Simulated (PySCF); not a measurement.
# C2H10O2Si3: electronic excitations

What electronic excitations should C2H10O2Si3 (`C[Si]([SiH3])([SiH3])OC=O`) show?

The runs use PySCF 2.14.0, with density-fitted response routines of our own; the level of theory stands in each step. All values are computed, except where a source is named. Atoms count from 0, in the outputs and in this text.

### Step 1. Starting geometry

17 atoms, charge 0, multiplicity 1; geometry from: GFN2-xTB.

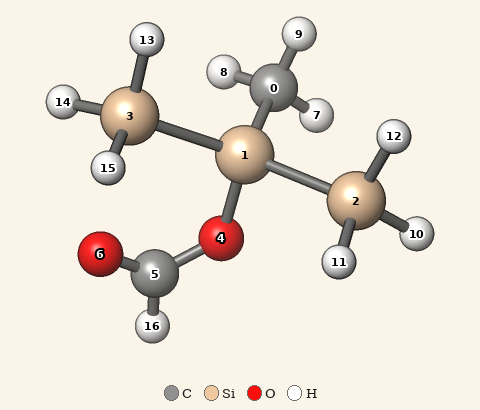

The starting geometry (carbon grey, silicon light orange, oxygen red, hydrogen white), atoms numbered.

### Step 2. Excited states and response: PBE0/def2-SVPD

What the job is given:

```
{"job": {"kind": "uv", "xc": "PBE0", "basis": "def2-SVPD", "nstates": 8, "ntriplets": 3}, "charge": 0, "multiplicity": 1}
C      0.141053     0.322925     2.078593
Si    -0.176816    -0.043514     0.224167
Si    -1.437682    -1.990995     0.004310
Si    -0.442982     1.884587    -1.063964
O      1.374047    -0.691211    -0.205275
C      2.101600    -0.229703    -1.164262
O      1.828055     0.694909    -1.883007
H      0.541885    -0.545118     2.597494
H      0.845326     1.140449     2.219569
H     -0.784743     0.602852     2.572714
H     -0.951937    -3.150009     0.764918
H     -1.533341    -2.447689    -1.388044
H     -2.807116    -1.745837     0.467338
H     -1.685180     2.527503    -0.583450
H      0.605564     2.891235    -0.902271
H     -0.671639     1.585676    -2.475000
H      3.046908    -0.794030    -1.273739
```

Method: TDDFT PBE0/def2-SVPD, vertical, gas phase, core orbitals frozen in the response.

On the command line:

```sh
$ OMP_NUM_THREADS=1 python probes_run.py task.json out
```

The driver reads the jobs from task.json and runs them one after another.

Output:

```text
coarse grid: 15416 points
cycle   1  E = -1099.8405242068  dE =  5.966e-01  |g| = 8.806e-01  |ddm| = 5.385e+00
cycle   2  E = -1099.5380083982  dE =  3.025e-01  |g| = 1.524e+00  |ddm| = 2.677e+00
cycle   3  E = -1099.9832203019  dE = -4.452e-01  |g| = 2.533e-01  |ddm| = 1.894e+00
cycle   4  E = -1099.9949019057  dE = -1.168e-02  |g| = 7.766e-02  |ddm| = 2.950e-01
cycle   5  E = -1099.9959544252  dE = -1.053e-03  |g| = 2.097e-02  |ddm| = 9.777e-02
cycle   6  E = -1099.9960644898  dE = -1.101e-04  |g| = 3.838e-03  |ddm| = 3.375e-02
cycle   7  E = -1099.9960683040  dE = -3.814e-06  |g| = 1.092e-03  |ddm| = 7.594e-03
final grid: 134336 points
cycle   8  E = -1100.1448540388  dE = -1.377e-05  |g| = 1.047e-02  |ddm| = 8.350e-02
cycle   9  E = -1100.1448222866  dE =  3.175e-05  |g| = 1.655e-02  |ddm| = 2.804e-02
cycle  10  E = -1100.1448752122  dE = -5.293e-05  |g| = 2.091e-03  |ddm| = 1.743e-02
cycle  11  E = -1100.1448760778  dE = -8.656e-07  |g| = 3.064e-04  |ddm| = 2.113e-03
cycle  12  E = -1100.1448760958  dE = -1.793e-08  |g| = 1.056e-04  |ddm| = 5.153e-04
cycle  13  E = -1100.1448760984  dE = -2.622e-09  |g| = 2.737e-05  |ddm| = 1.843e-04
cycle  14  E = -1100.1448760986  dE = -2.333e-10  |g| = 5.102e-06  |ddm| = 5.891e-05
converged SCF energy = -1100.1448760986

Static polarisability (au): isotropic 118.354, principal 108.203 111.154 135.704

Singlet excitations
state   eV       nm        f      main configurations
  1   5.8078    213.5   0.00317   H->L+1 0.30, H->L+2 0.18, H->L 0.12
  2   6.0024    206.6   0.09507   H->L 0.76
  3   6.2723    197.7   0.01062   H-1->L 0.75, H->L+1 0.10
  4   6.3765    194.4   0.05070   H->L+1 0.47, H-2->L 0.18, H->L+2 0.14
  5   6.6578    186.2   0.10045   H-2->L 0.65, H-1->L+1 0.14, H-1->L 0.12
  6   6.7835    182.8   0.03892   H->L+2 0.55, H-2->L+2 0.13, H-2->L+1 0.11
  7   6.8993    179.7   0.06915   H-1->L+1 0.51, H-1->L+2 0.24, H-2->L 0.09
  8   7.0586    175.6   0.02892   H-2->L+1 0.51, H-1->L+2 0.38

Triplet excitations (Tamm-Dancoff, eV): 5.1133 5.3167 5.6708
```

Wall time 58 s (1 thread of Arm Neoverse V1, shared host); peak memory 1 GiB.

The orbitals next to the gap, with their largest atomic shares:

| orbital | eV | atoms |
| --- | --- | --- |
| HOMO−3 | -9.59 | Si3 29 %, H13 22 %, O6 20 % |
| HOMO−2 | -8.65 | O6 22 %, Si3 16 %, C0 14 % |
| HOMO−1 | -8.29 | O6 21 %, Si2 16 %, Si1 15 % |
| HOMO | -7.94 | Si3 21 %, Si1 21 %, O6 17 % |
| LUMO | -0.89 | Si1 30 %, Si2 23 %, Si3 17 % |
| LUMO+1 | -0.45 | Si1 19 %, C5 16 %, Si2 14 % |
| LUMO+2 | -0.13 | C5 24 %, O6 19 %, O4 14 % |

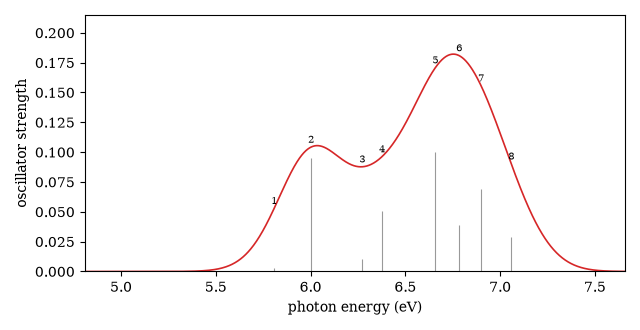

Absorption spectrum from the 8 singlet states computed; above the last one it falls off for lack of states. Lines are broadened to a width of 0.40 eV (Gaussian).

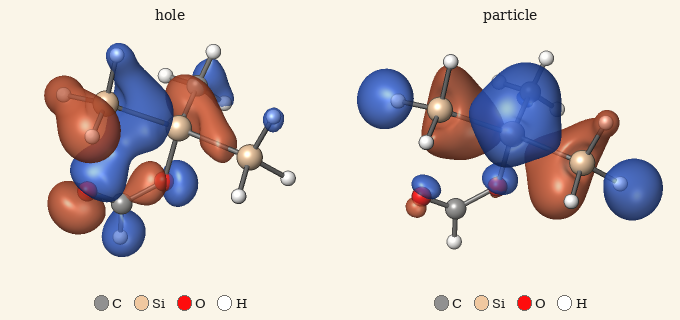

Leading natural transition orbitals of singlet state 5: the electron leaves the hole (left) for the particle orbital (right).

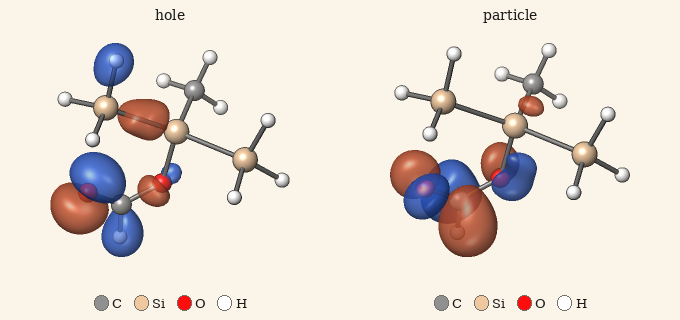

Leading natural transition orbitals of singlet state 1: the electron leaves the hole (left) for the particle orbital (right).

Ground-state properties from the same run:

```csv
property,computed
dipole moment (D),2.22
polarisability (Å³),17.54
HOMO–LUMO gap (eV),7.05
−ε(HOMO) (eV),7.94
```

The fields below are evaluated on a grid from the run's orbitals.

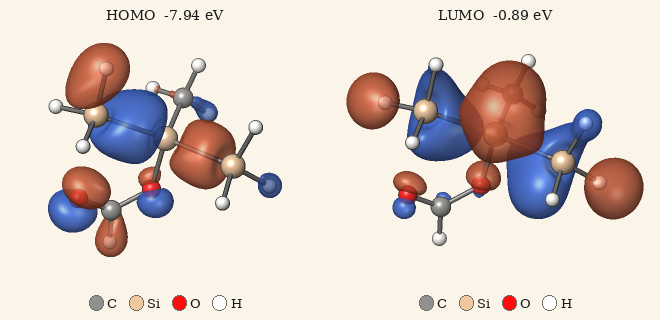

PBE0/def2-SVPD orbitals near the gap, drawn at the value that encloses 70 % of each; the two colours are the two signs.

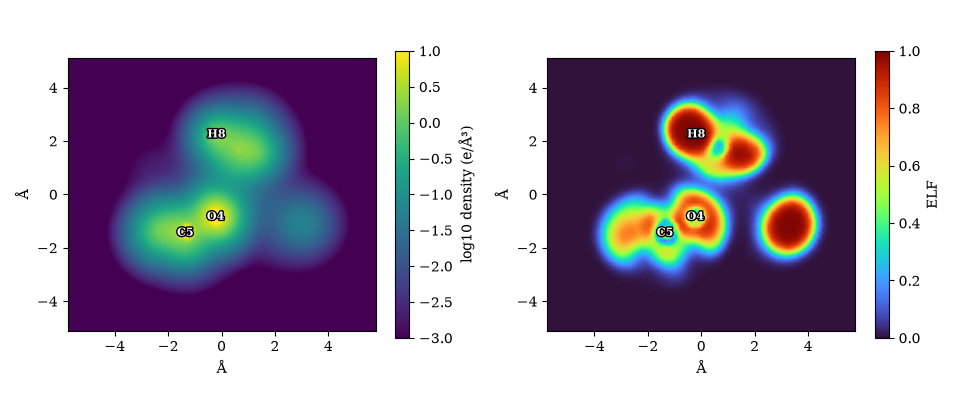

Density (left) and ELF (right) in a plane through or near 3 of the atoms.

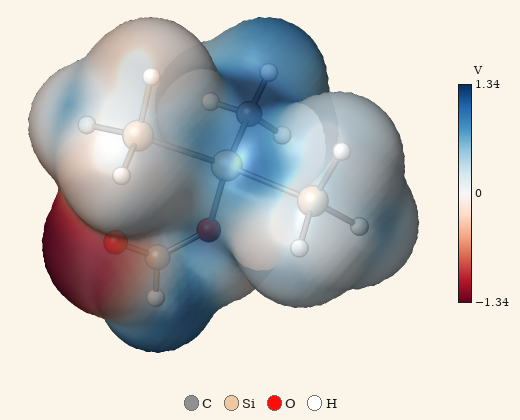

Electrostatic potential on the surface of density 0.002 e/bohr³; red is low, blue high. It runs from -1.34 V near O6 to 1.15 V near Si1.

### Step 3. Results

| quantity | value |
| --- | --- |
| lowest singlet (PBE0/def2-SVPD) | 5.81 eV (213 nm), f = 0.003 |
| brightest single state of those computed | state 5, 6.66 eV, f = 0.100 |
| lowest triplet | 5.11 eV |
| surface potential, least and greatest | -1.34 V and 1.15 V |

The first singlet state (HOMO→LUMO+1 0.30, HOMO→LUMO+2 0.18) lies at 5.81 eV and is weak; of the 8 states computed, the strongest absorption comes from state 5 at 6.66 eV. The lowest triplet lies 0.69 eV below the lowest singlet (triplets in Tamm-Dancoff, singlets in full TDDFT). By nearest atom (PBE0/def2-SVPD), the HOMO sits on Si1 23 %; O6 17 % and the LUMO on Si1 29 %; Si2 13 %.
